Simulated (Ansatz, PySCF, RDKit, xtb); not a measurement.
# Solving BNH2, step by step

Only the formula BNH2 is given. Aim: find the structure of lowest free energy at 298.15 K, then its properties.

The funnel: GFN2-xTB relaxations, single points with a density functional, relaxations at PBE0-D3(BJ)/def2-SVP, harmonic vibrations, and a last energy at a higher level. All values are calculated.

4 further runs of the same task are left out: 4 set aside as unsound or not needed.

## 1. Drawing up candidates

All bonding patterns within simple valence rules are listed by program: one Lewis structure each, at most two rings and one unusual centre or charged pair. O–O, O–halogen and N–halogen bonds and N–N–N chains are not drawn. That gives 3 candidates.

| label | SMILES | spin |
| --- | --- | --- |
| c063 | [B]N | singlet |
| c739 | [B]N | triplet |
| c946 | B=N | singlet |

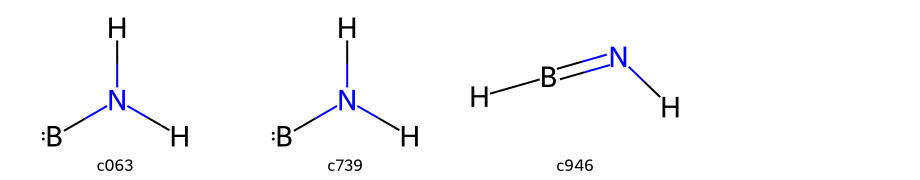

Structural formulas of the candidates.

Candidates are built by distance geometry, with a force field where one applies, in up to four conformers (letters a to d). 10 starts with atoms placed at random are added, to find patterns that the rules miss.

## 2. Cheap relaxation of all starts

All 13 starts are relaxed the same way. One of them, c211 (atoms placed at random), in full:

File start.xyz:

```xyz
4
c211
B      0.529390     0.768290     0.413310
N      1.587710    -0.572210    -0.842580
H     -0.514790     0.286010     1.243470
H     -0.471750     1.447400    -0.383200
```

Started as:

```sh
$ xtb start.xyz --gfn 2 --opt
```

What it wrote, cut to the lines that bear on the results:

```text
* xtb version 6.7.1
[...]
          :  # basis functions                  10          :
[...]
          :  # electrons                        10          :
[...]
          :  Hamiltonian                  GFN2-xTB          :
[...]
          :  net charge                          0          :
          :  unpaired electrons                  0          :
[...]
   *** convergence criteria satisfied after 82 iterations ***
[...]
   *** GEOMETRY OPTIMIZATION CONVERGED AFTER 28 ITERATIONS ***
[...]
   *** convergence criteria satisfied after 3 iterations ***
[...]
         ::                     SUMMARY                     ::
         :::::::::::::::::::::::::::::::::::::::::::::::::::::
         :: total energy              -5.171896648292 Eh    ::
         :: gradient norm              0.003114069425 Eh/a0 ::
         :: HOMO-LUMO gap              7.182990015613 eV    ::
         ::.................................................::
         :: SCC energy                -5.277847190972 Eh    ::
         :: -> isotropic ES            0.028710175275 Eh    ::
         :: -> anisotropic ES          0.002725433575 Eh    ::
         :: -> anisotropic XC          0.009852827014 Eh    ::
         :: -> dispersion             -0.000823968559 Eh    ::
         :: repulsion energy           0.105950542681 Eh    ::
         :: add. restraining           0.000000000000 Eh    ::
         :: total charge              -0.000000000000 e     ::
         :::::::::::::::::::::::::::::::::::::::::::::::::::::
[...]
         5        2.0000           -0.4091881             -11.1346 (HOMO)
         6                         -0.1452181              -3.9516 (LUMO)
[...]
     #   Z          covCN         q      C6AA      α(0)
     1   5 B        1.788     0.239    36.926    12.803
     2   7 N        1.702    -0.347    29.733     8.061
     3   1 H        0.947    -0.063     4.407     3.282
     4   1 H        0.861     0.171     1.270     1.765
[...]
     #   Z sym  total        # sym  WBO       # sym  WBO       # sym  WBO
 ---------------------------------------------------------------------------
     1   5 B    3.478 --     2 N    2.483     3 H    0.985
     2   7 N    3.443 --     1 B    2.483     4 H    0.955
     3   1 H    0.996 --     1 B    0.985
     4   1 H    0.971 --     2 N    0.955
 ---------------------------------------------------------------------------
[...]
molecular dipole:
                 x           y           z       tot (Debye)
 q only:       -0.032       0.002      -0.047
   full:       -0.060      -0.024       0.001       0.164
molecular quadrupole (traceless):
[...]
          | TOTAL ENERGY               -5.171896648292 Eh   |
          | GRADIENT NORM               0.003114069425 Eh/α |
          | HOMO-LUMO GAP               7.182990015613 eV   |
           -------------------------------------------------
[...]
```

Run time: 0.13 s. Hardware: 1 thread of Intel Xeon Platinum 8259CL at 2.50GHz (Skylake/Cascade Lake), shared host.

## 3. The minima found

13 of the 13 relaxations converged; 10 ended on a minimum already found. 3 distinct structures remain:

| label | start | SMILES after | spin | energy (kcal/mol) |
| --- | --- | --- | --- | --- |
| c831 | random and drawn | B=N | singlet | 0.0 |
| c880 | random and drawn | [B]N | singlet | 69.0 |
| c739a | drawn | [B]N | triplet | 124.1 |

GFN2-xTB has no spin polarisation, so it can't rank spin states and is rough for open shells.

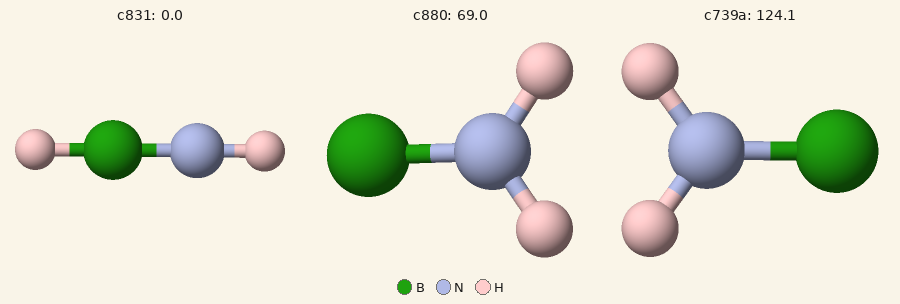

The 3 lowest minima that did not fall apart, with their GFN2-xTB energies in kcal/mol.

## 4. Second filter: single points

A choice of the minima (the low ones first, few conformers of a pattern, up to a cap) and the lowest that fell apart get a single point at r2SCAN-D4/def2-SVP on the tight-binding geometry, and one at HF/STO-3G for comparison. The lowest singlets are also tried as triplets at the same geometry (label ending in t). The first, c831:

File input.yaml:

```yaml
basis:
  gaussian: {orbitals: def2-SVP}
crystal:
  periodic: [false, false, false]
  atoms:
    - {symbol: B, position_ang: [0.106268, -0.799186, -0.834132]}
    - {symbol: N, position_ang: [-0.060765, -1.192508, 0.330121]}
    - {symbol: H, position_ang: [-0.192907, -1.506580, 1.258673]}
    - {symbol: H, position_ang: [0.258504, -0.438105, -1.904222]}
magnetization: {spin_polarized: false}
hamiltonian: {xc: r2scan, dispersion: d4}
scf: {lower_state_search: off}
```

Started as:

```sh
$ ansatz run input.yaml --threads 1 --pin off --max-ram 2610MiB --events-out events.jsonl --progress --plain --runs-dir runs
```

What it wrote:

```text
Warning: RAYON_NUM_THREADS=1 ignored (pool sized by the plan → 1); use --threads N
Functional definition: r2SCAN
  name "r2SCAN"
  parameter k0 = 0.174
  parameter k1 = 0.065
  parameter a1 = 4.9479
  exchange = r2scan_x(k0 = k0, k1 = k1, a1 = a1)
  correlation = r2scan_c
these checks for a lower state are left out or cut short: stability, starts, cluster_reference, orbital_swaps, neighbouring_geometries, increment
442 factors; their error is unknown
mean field evaluation 1: about -2189.2246 eV, gradient 5.6e1 eV
mean field evaluation 2: about -2160.3076 eV, gradient 1.1e2 eV
mean field evaluation 4: about -2195.5563 eV, gradient 4.6e0 eV
mean field evaluation 8: about -2195.5984 eV, gradient 3.0e-2 eV
mean field -2195.59843195 eV, -80.6867541441 hartree, gradient 1.4e-6 eV, S^2 0.000000; 0 other end points of the search recorded, 0 dependent functions left out
reference -2195.59843951 eV, -80.6867544220 hartree; 7, 7 occupied and 31, 31 virtual orbitals, 442 factors
Total energy: -2195.60523779 eV, -80.6870042542 hartree
Checks for a lower state left out: stability, starts, cluster_reference, orbital_swaps, neighbouring_geometries, increment
```

Run time: 0.99 s. Hardware: 1 thread of Intel Xeon Platinum 8259CL at 2.50GHz (Skylake/Cascade Lake), shared host.

Relative energies in kcal/mol, each column from its lowest structure that stays in one piece:

| label | SMILES | spin | GFN2-xTB | HF/STO-3G | r2SCAN-D4/def2-SVP |
| --- | --- | --- | --- | --- | --- |
| c831 | B=N | singlet | 0.0 | 0.0 | 0.0 |
| c880 | [B]N | singlet | 69.0 | 59.6 | 44.1 |
| c739a | [B]N | triplet | 124.1 | 73.8 | 74.9 |
| c831t | B=N | triplet | – | – | 140.5 |

## 5. Relaxing the best candidates

3 candidates are relaxed at PBE0-D3(BJ)/def2-SVP (chosen among the lowest in one piece, with other spins of them). The first, c831:

File input.yaml:

```yaml
basis:
  gaussian:
    orbitals: def2-SVP
crystal:
  periodic: [false, false, false]
  atoms:
    - {symbol: B, position_ang: [0.106268, -0.799186, -0.834132]}
    - {symbol: N, position_ang: [-0.060765, -1.192508, 0.330121]}
    - {symbol: H, position_ang: [-0.192907, -1.506580, 1.258673]}
    - {symbol: H, position_ang: [0.258504, -0.438105, -1.904222]}
hamiltonian:
  xc: pbe0
  dispersion: d3bj
scf:
  lower_state_search: off
relax:
  f_tol: 0.003
```

Started as:

```sh
$ ansatz run input.yaml --threads 1 --pin off --max-ram 2610MiB --events-out events.jsonl --progress --plain --runs-dir runs
```

What it wrote, cut to the lines that bear on the results:

```text
Warning: RAYON_NUM_THREADS=1 ignored (pool sized by the plan → 1); use --threads N
[...]
Functional definition: PBE0
  name "PBE0"
[...]
429 factors; integrals over basis functions are off by at most 3.4e-4 eV
[...]
mean field -2194.20045963 eV, -80.6353796091 hartree, gradient 4.5e-6 eV, S^2 0.000000; 0 other end points of the search recorded, 0 dependent functions left out
[...]
reference -2194.20047951 eV, -80.6353803396 hartree; 7, 7 occupied and 31, 31 virtual orbitals, 429 factors
relax step   1: F+E_penalty+E_count = -2194.23077529 eV  Δ(F+E_penalty+E_count) = +0.000e0 eV  max|allowed force component| = 1.286e0 eV/Å  Δτ_max = 0.0000 Å  (12 SCF iters, accepted)
[...]
relax step   3: F+E_penalty+E_count = -2194.26018713 eV  Δ(F+E_penalty+E_count) = -1.841e-3 eV  max|allowed force component| = 1.377e-2 eV/Å  Δτ_max = 0.0087 Å  (12 SCF iters, accepted)
[...]
relax step   4: F+E_penalty+E_count = -2194.26019147 eV  Δ(F+E_penalty+E_count) = -4.335e-6 eV  max|allowed force component| = 1.826e-3 eV/Å  Δτ_max = 0.0004 Å  (8 SCF iters, accepted)
Total energy: -2194.26021142 eV, -80.6375754468 hartree
Atom 0 at     0.104826    -0.802201    -0.825688 Å, force    -0.001826    -0.000077    -0.000044 eV/Å
Atom 1 at    -0.061872    -1.195297     0.338206 Å, force     0.001751    -0.000469     0.000169 eV/Å
Atom 2 at    -0.195153    -1.511913     1.274752 Å, force    -0.000602     0.000373    -0.000148 eV/Å
Atom 3 at     0.263299    -0.426968    -1.936831 Å, force     0.000678     0.000172     0.000023 eV/Å
Dipole moment:    -0.008138    -0.019913     0.058686 e Å
Checks for a lower state left out: stability, starts, cluster_reference, orbital_swaps, neighbouring_geometries, increment
```

Run time: 2.2 s. Hardware: 1 thread of Intel Xeon Platinum 8259CL at 2.50GHz (Skylake/Cascade Lake), shared host.

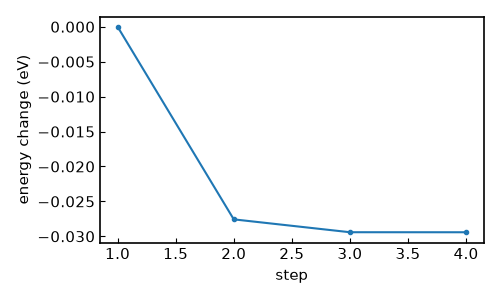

Energy along the run, all evaluated steps.

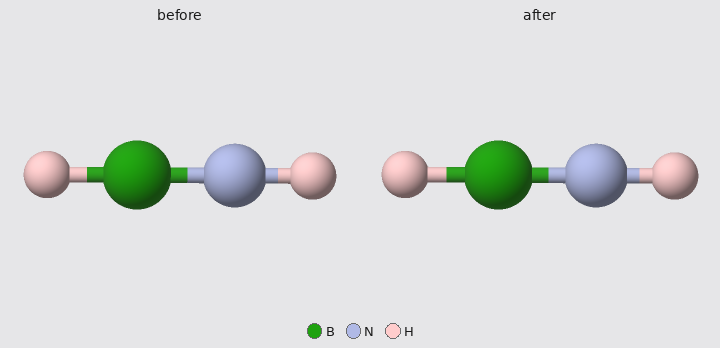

Before and after, at one scale.

After the run. Bond lengths: B1–N2 1.240 Å, N2–H3 0.998 Å, B1–H4 1.183 Å. Angles: B1–N2–H3 179.9°, N2–B1–H4 180.0°.

## 6. After refinement

| label | spin | r2SCAN-D4/def2-SVP (kcal/mol) | PBE0-D3(BJ)/def2-SVP, relaxed (kcal/mol) | time |
| --- | --- | --- | --- | --- |
| c831 | singlet | 0.0 | 0.0 | 2.2 s |
| c880 | singlet | 44.1 | 42.0 | 3.6 s |
| c739a | triplet | 74.9 | 78.3 | 6.9 s |

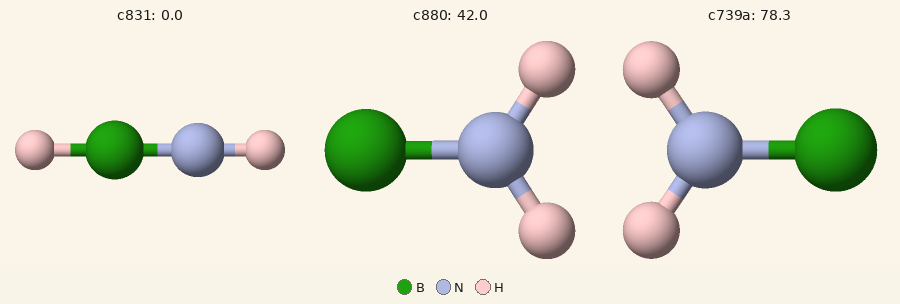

The relaxed structures, with energies at PBE0-D3(BJ)/def2-SVP in kcal/mol.

## 7. Are they minima? Harmonic frequencies

The lowest few in one piece go on as finalists. Harmonic vibrations at PBE0-D3(BJ)/def2-SVP test each finalist and give the zero-point energy and the thermal terms. The first, c831:

File input.yaml:

```yaml
crystal:
  periodic: [false, false, false]
  atoms:
    - {symbol: B, position_ang: [0.000000, 0.000000, -0.573399]}
    - {symbol: "N", position_ang: [0.000000, 0.000000, 0.666343]}
    - {symbol: H, position_ang: [0.000000, 0.000000, 1.663904]}
    - {symbol: H, position_ang: [0.000000, 0.000000, -1.756848]}
basis:
  gaussian:
    orbitals: def2-SVP
hamiltonian:
  xc: {name: PBE0}
  dispersion: d3bj
scf:
  lower_state_search: off
phonons: {}
```

Started as:

```sh
$ ansatz run input.yaml --threads 1 --pin off --max-ram 2610MiB --events-out events.jsonl --progress --plain --runs-dir runs
```

What it wrote, cut to the lines that bear on the results:

```text
Warning: RAYON_NUM_THREADS=1 ignored (pool sized by the plan → 1); use --threads N
[... 2 set-up lines as earlier in the session ...]
[...]
429 factors; integrals over basis functions are off by at most 5.1e-4 eV
[...]
mean field -2194.22993026 eV, -80.6364626348 hartree, gradient 4.6e-6 eV, S^2 0.000000; 0 other end points of the search recorded, 0 dependent functions left out
[...]
reference -2194.22995022 eV, -80.6364633682 hartree; 7, 7 occupied and 31, 31 virtual orbitals, 429 factors
[...]
429 factors; integrals over basis functions are off by at most 5.1e-4 eV
[...]
mean field -2194.22991412 eV, -80.6364620413 hartree, gradient 1.3e-6 eV, S^2 0.000000; 0 other end points of the search recorded, 0 dependent functions left out
[...]
reference -2194.22993407 eV, -80.6364627747 hartree; 7, 7 occupied and 31, 31 virtual orbitals, 429 factors
[...]
429 factors; integrals over basis functions are off by at most 5.1e-4 eV
[...]
429 factors; integrals over basis functions are off by at most 5.1e-4 eV
mean field -2194.22984938 eV, -80.6364596624 hartree, gradient 2.2e-6 eV, S^2 0.000000; 0 other end points of the search recorded, 0 dependent functions left out
[...]
reference -2194.22986934 eV, -80.6364603959 hartree; 7, 7 occupied and 31, 31 virtual orbitals, 429 factors
Total energy: -2194.26021196 eV, -80.6375754667 hartree
Atom 0 at     0.000000     0.000000    -0.573399 Å, force     0.000000    -0.000000     0.000178 eV/Å
Atom 1 at     0.000000     0.000000     0.666343 Å, force    -0.000000    -0.000000     0.000140 eV/Å
Atom 2 at     0.000000     0.000000     1.663904 Å, force     0.000000     0.000000    -0.000187 eV/Å
Atom 3 at     0.000000     0.000000    -1.756848 Å, force    -0.000000     0.000000    -0.000130 eV/Å
Dipole moment:    -0.000000     0.000000     0.062505 e Å
Vibrations: 566.60 566.60 738.47 738.47 1867.57 2872.08 3907.19 cm⁻¹, zero-point energy 0.697843 eV
Checks for a lower state left out: stability, starts, cluster_reference, orbital_swaps, neighbouring_geometries, increment
```

Run time: 11 s. Hardware: 1 thread of Intel Xeon Platinum 8259CL at 2.50GHz (Skylake/Cascade Lake), shared host.

## 8. Thermal terms of the finalists

At 298.15 K and 1 atm, ideal gas, rigid rotor and harmonic oscillator:

| label | SMILES | spin | point group | lowest mode (cm⁻¹) | zero-point (kcal/mol) | G − E (kcal/mol) |
| --- | --- | --- | --- | --- | --- | --- |
| c831 | B=N | singlet | C∞v | 567 | 16.1 | 3.7 |
| c880 | [B]N | singlet | C2v | 414 | 15.8 | 2.6 |
| c739a | [B]N | triplet | C2v | 643 | 16.6 | 2.9 |

## 9. Last filter: a higher level

Each finalist gets a single point at CCSD(T)/def2-TZVPP.

c831, CCSD(T)/def2-TZVPP:

Edit input.yaml of step 7 so:

```diff
@@ -8,9 +8,3 @@
 basis:
-  gaussian:
-    orbitals: def2-SVP
-hamiltonian:
-  xc: {name: PBE0}
-  dispersion: d3bj
-scf:
-  lower_state_search: off
-phonons: {}
+  gaussian: {orbitals: def2-TZVPP}
+correlation: {method: ccsd_t, frozen_orbitals: {B: 1, "N": 1, H: 0}}
```

Started as:

```sh
$ ansatz run input.yaml --threads 1 --pin off --max-ram 2610MiB --events-out events.jsonl --progress --plain --runs-dir runs
```

What it wrote, cut to the lines that bear on the results:

```text
Warning: RAYON_NUM_THREADS=1 ignored (pool sized by the plan → 1); use --threads N
Functional definition: HF
  name "HF"
[...]
543 factors; integrals over basis functions are off by at most 1.1e-3 eV
[...]
mean field -2185.85652586 eV, -80.3287456986 hartree, gradient 2.0e-6 eV, S^2 0.000000; 0 other end points of the search recorded, 0 dependent functions left out
2 core orbitals not correlated: weight in the atoms' cores, before any rotation towards them, 1.000 or more for the frozen orbitals, at most 0.000 for the correlated occupied ones
reference -2185.85652586 eV, -80.3287456986 hartree; 5, 5 occupied and 83, 83 virtual orbitals, 543 factors
second order -8.27469052 eV of doubles, -0.00000000 eV of singles
cycle   1  -8.27520901 eV  change   -5.2e-4 eV  update   7.6e-2
[...]
cycle   9  -8.57693364 eV  change    5.3e-6 eV  update   3.4e-6
perturbative correction -0.39198729 eV, -0.0144052672 hartree
Total energy: -2194.82544679 eV, -80.6583474634 hartree
```

Wall time 1.8 s (1 thread of Intel Xeon Platinum 8259CL at 2.50GHz (Skylake/Cascade Lake), shared host).

## 10. c880 at CCSD(T)/def2-TZVPP

File input.yaml:

```yaml
crystal:
  periodic: [false, false, false]
  atoms:
    - {symbol: B, position_ang: [-1.317062, -0.277170, 0.312882]}
    - {symbol: "N", position_ang: [-0.699189, -0.463336, -0.902063]}
    - {symbol: H, position_ang: [-0.483940, 0.307142, -1.530209]}
    - {symbol: H, position_ang: [-0.422940, -1.381906, -1.240370]}
basis:
  gaussian:
    orbitals: def2-TZVPP
correlation:
  method: ccsd_t
  frozen_orbitals: {B: 1, "N": 1, H: 0}
```

Started as:

```sh
$ ansatz run input.yaml --threads 1 --pin off --max-ram 2610MiB --events-out events.jsonl --progress --plain --runs-dir runs
```

What it wrote, cut to the lines that bear on the results:

```text
Warning: RAYON_NUM_THREADS=1 ignored (pool sized by the plan → 1); use --threads N
[... 2 set-up lines as earlier in the session ...]
[...]
539 factors; integrals over basis functions are off by at most 1.4e-3 eV
[...]
mean field -2184.45726884 eV, -80.2773239516 hartree, gradient 5.6e-6 eV, S^2 0.000000; 0 other end points of the search recorded, 0 dependent functions left out; unrestricted orbitals would lower it
2 core orbitals not correlated: weight in the atoms' cores, before any rotation towards them, 1.000 or more for the frozen orbitals, at most 0.000 for the correlated occupied ones
reference -2184.45726884 eV, -80.2773239516 hartree; 5, 5 occupied and 83, 83 virtual orbitals, 539 factors
second order -7.77726383 eV of doubles, -0.00000000 eV of singles
cycle   1  -8.07602723 eV  change   -3.0e-1 eV  update   7.0e-2
[...]
cycle   9  -8.39300032 eV  change    6.2e-6 eV  update   1.2e-5
perturbative correction -0.33076731 eV, -0.0121554745 hartree
Total energy: -2193.18103648 eV, -80.5979164990 hartree
```

Run time: 1.9 s. Hardware: 1 thread of Intel Xeon Platinum 8259CL at 2.50GHz (Skylake/Cascade Lake), shared host.

For c880 the log finds that unrestricted Hartree-Fock orbitals lie lower, a sign to watch the closed-shell reference there.

## 11. Free energies and the winner

Energies in kcal/mol from c831; G adds the thermal terms to the CCSD(T)/def2-TZVPP energy. The columns left of the relaxed level are at the tight-binding geometries.

| label | SMILES | spin | HF/STO-3G | r2SCAN-D4/def2-SVP | PBE0-D3(BJ)/def2-SVP | HF/def2-TZVPP | MP2/def2-TZVPP | CCSD(T)/def2-TZVPP | G | share at equilibrium | T1 |
| --- | --- | --- | --- | --- | --- | --- | --- | --- | --- | --- | --- |
| c831 | B=N | singlet | 0.0 | 0.0 | 0.0 | 0.0 | 0.0 | 0.0 | 0.0 | 100.0 % | 0.016 |
| c880 | [B]N | singlet | 59.6 | 44.1 | 42.0 | 32.3 | 43.7 | 37.9 | 36.8 | < 0.1 % | 0.014 |
| c739a | [B]N | triplet | 73.8 | 74.9 | 78.3 | 59.2 | 85.5 | 85.2 | 84.4 | < 0.1 % | 0.016 |

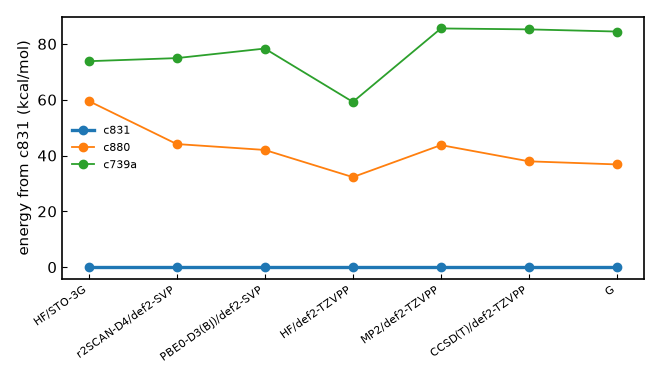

The finalists at each level, measured from c831.

Lowest found: c831, `B=N`, a singlet of point group C∞v. Bond lengths: B1–N2 1.240 Å, N2–H3 0.998 Å, B1–H4 1.183 Å. Angles: B1–N2–H3 180.0°, N2–B1–H4 180.0°.

```xyz
4

B     0.0000    0.0000   -0.5734
N     0.0000    0.0000    0.6663
H     0.0000    0.0000    1.6639
H     0.0000    0.0000   -1.7568
```

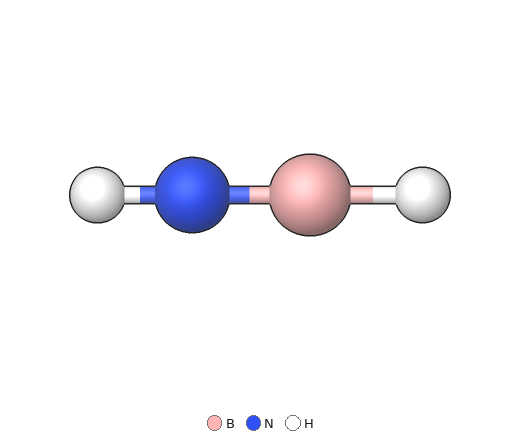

The lowest structure found, seen from a chosen angle (boron pink, nitrogen blue, hydrogen white).

## 12. Density, orbitals and dipole (PBE0/def2-TZVPD)

File input.yaml:

```yaml
crystal:
  periodic: [false, false, false]
  atoms:
    - {symbol: B, position_ang: [0.000000, 0.000000, -0.573399]}
    - {symbol: "N", position_ang: [0.000000, 0.000000, 0.666343]}
    - {symbol: H, position_ang: [0.000000, 0.000000, 1.663904]}
    - {symbol: H, position_ang: [0.000000, 0.000000, -1.756848]}
basis:
  gaussian: {orbitals: def2-TZVPD}
hamiltonian: {xc: pbe0}
output: {forces: true, orbitals: {seedname: orbitals}}
```

Started as:

```sh
$ ansatz run input.yaml --threads 1 --pin off --max-ram 2610MiB --events-out events.jsonl --progress --plain --runs-dir runs
```

What it wrote, cut to the lines that bear on the results:

```text
Warning: RAYON_NUM_THREADS=1 ignored (pool sized by the plan → 1); use --threads N
[... 2 set-up lines as earlier in the session ...]
[...]
446 factors; their error is unknown
[...]
mean field -2196.72401703 eV, -80.7281186329 hartree, gradient 2.1e-5 eV, S^2 0.000000; 0 other end points of the search recorded, 0 dependent functions left out
[...]
reference -2196.72404180 eV, -80.7281195430 hartree; 7, 7 occupied and 85, 85 virtual orbitals, 446 factors
Total energy: -2196.72404180 eV, -80.7281195430 hartree
Atom 0 at     0.000000     0.000000    -0.573399 Å, force    -0.000000    -0.000000     0.276119 eV/Å
Atom 1 at     0.000000     0.000000     0.666343 Å, force     0.000000     0.000000    -0.305276 eV/Å
Atom 2 at     0.000000     0.000000     1.663904 Å, force     0.000000    -0.000000    -0.281253 eV/Å
Atom 3 at     0.000000     0.000000    -1.756848 Å, force     0.000000    -0.000000     0.310410 eV/Å
Dipole moment:    -0.000000    -0.000000    -0.014981 e Å
```

It took 1.2 s on 1 thread of Intel Xeon Platinum 8259CL at 2.50GHz (Skylake/Cascade Lake), shared host.

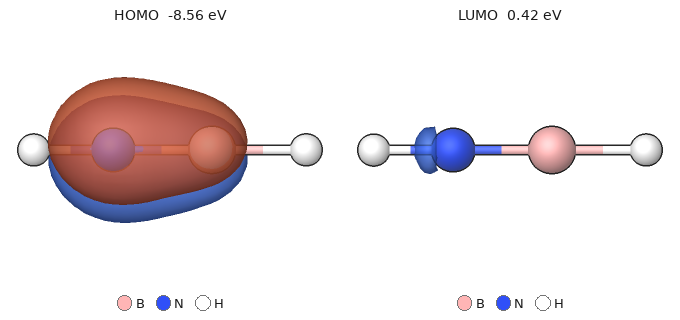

Frontier orbitals of this run, surfaces at ±0.2 Å^-3/2.

[end of part 1 of 2]
